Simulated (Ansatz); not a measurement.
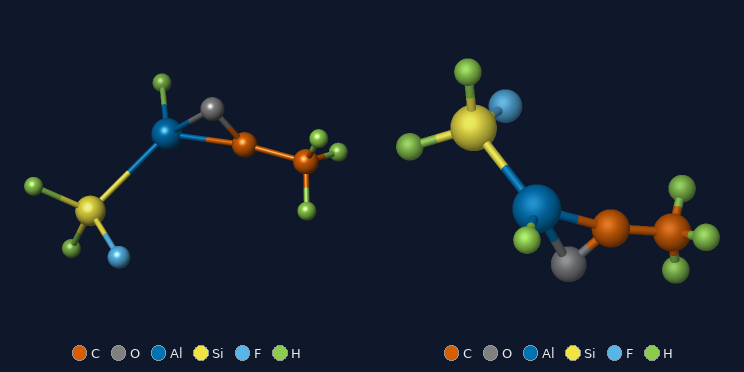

The same structure drawn twice, from different directions.

The computed structure is the end point of a PBE0-D4/def2-TZVP optimisation. No frequency run is at hand to confirm it as a minimum.

Identify the structure.

Formula C2H6AlFOSi. The point group is C1. Coordination, clear cases only: 1 C tetrahedral; 1 C T-shaped; 1 Si tetrahedral.

More results for the same structure follow; atom numbers are the same in all pictures, views and colours differ.

**Charges**

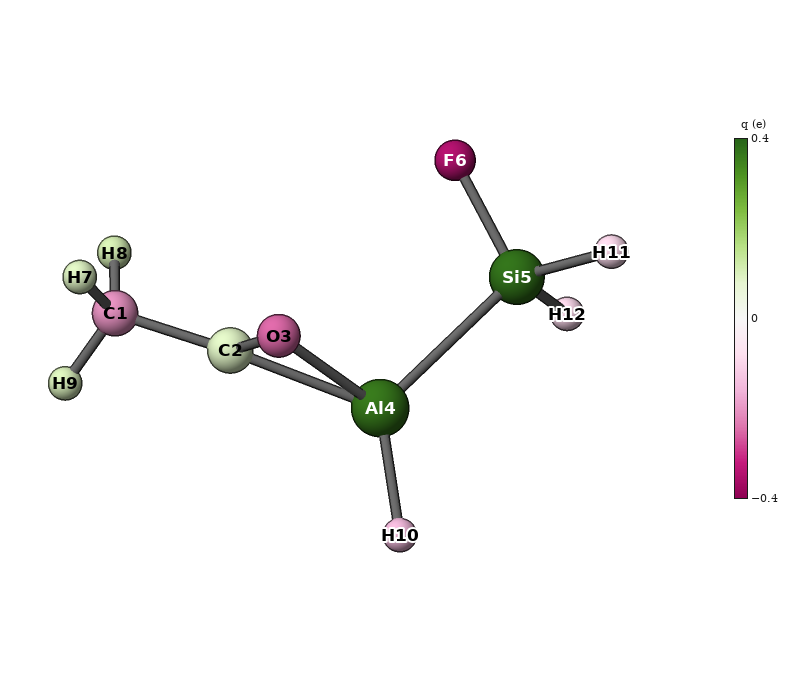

Atoms are coloured by their Mulliken charges. No frequency run is at hand to confirm it as a minimum. Level of theory: RKS B3LYP-D4/def2-TZVPP (Ansatz 0.2.0).

**Which atom carries the highest charge (most positive or least negative)?**

Si5 (0.37 e).

**And the lowest?**

F6 (−0.34 e).

Give the Mulliken charges atom by atom.

| atom | value (e) |
| --- | --- |
| C1 | −0.21 |
| C2 | 0.09 |
| O3 | −0.25 |
| Al4 | 0.36 |
| Si5 | 0.37 |
| F6 | −0.34 |
| H7 | 0.10 |
| H8 | 0.11 |
| H9 | 0.10 |
| H10 | −0.15 |
| H11 | −0.09 |
| H12 | −0.09 |

**Levels of theory compared**

No frequency run is at hand to confirm it as a minimum. Program: Ansatz 0.2.0.

At this fixed geometry, give HOMO–LUMO gap (eV), HOMO energy (eV) at these levels: B3LYP-D4/def2-TZVPP; PBE-D4/def2-TZVPP; PBE0-D4/def2-TZVPP; r2SCAN-D4/def2-TZVPP; ωB97M-V/def2-TZVPP; ωB97X-V/def2-TZVPP.

```csv
level,HOMO–LUMO gap (eV),HOMO energy (eV)
B3LYP-D4/def2-TZVPP,5.08,−7.04
PBE-D4/def2-TZVPP,3.06,−5.97
PBE0-D4/def2-TZVPP,5.50,−7.22
r2SCAN-D4/def2-TZVPP,3.53,−6.21
ωB97M-V/def2-TZVPP,9.89,−9.33
ωB97X-V/def2-TZVPP,10.23,−9.54
```

**Dipole moment**

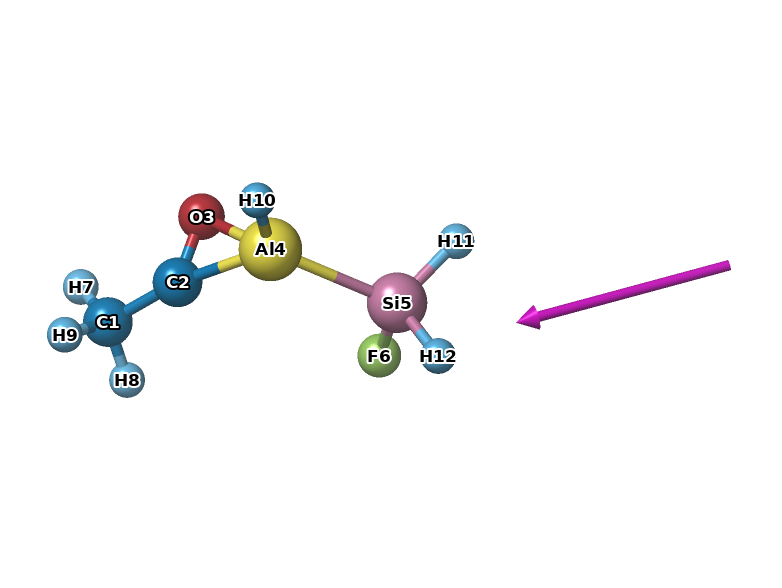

The arrow beside the molecule shows the direction of the dipole moment, from the negative to the positive end (its length means nothing). No frequency run is at hand to confirm it as a minimum. Properties computed with RKS ωB97M-V/def2-TZVPP (Ansatz 0.2.0).

**How large is the dipole moment?**

2.61 D; it points from the side of H11 to the side of H9 (the outermost atoms at the two ends).

Mulliken values depend strongly on the basis set and can even reverse the polarity of a bond.
